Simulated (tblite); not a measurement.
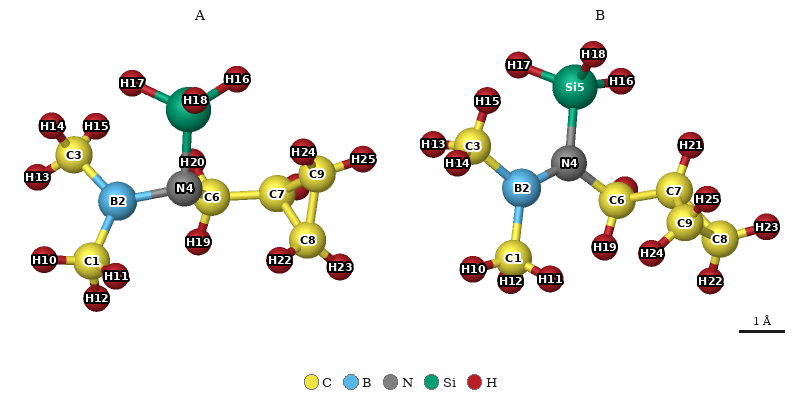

Two geometries of C6H16BNSi, drawn at one scale. One is the start of a relaxation, the other its converged end. A ball-and-stick model, seen face on.

Method: GFN2-xTB geometry optimisation, gas phase (tblite). 

Which of the two is the end point?

Answer. Structure B is the relaxed one. H24 moves most after the best rigid fit: 2.58 Å. By element the largest moves are H 2.58 Å, Si 1.81 Å, C 1.57 Å, N 1.15 Å, B 0.31 Å. Near-neighbour distances that change, for instance: B2–N4 1.546 → 1.408 Å, N4–Si5 1.821 → 1.752 Å, C9–H25 1.131 → 1.079 Å, C7–C8 1.540 → 1.499 Å. Bond angles that change, for instance: B2–N4–Si5 105.4° → 123.5°, B2–N4–C6 104.2° → 121.2°, C6–C7–C8 111.9° → 120.1°. Groups turn about C6–C7 by about 95°, B2–C3 by about 50°, C1–B2 by about 30°. The energy falls by 209.2 kJ/mol in 234 geometry steps. The run took 4.1 s on 1 thread of Arm Neoverse N1, with other jobs on the host.
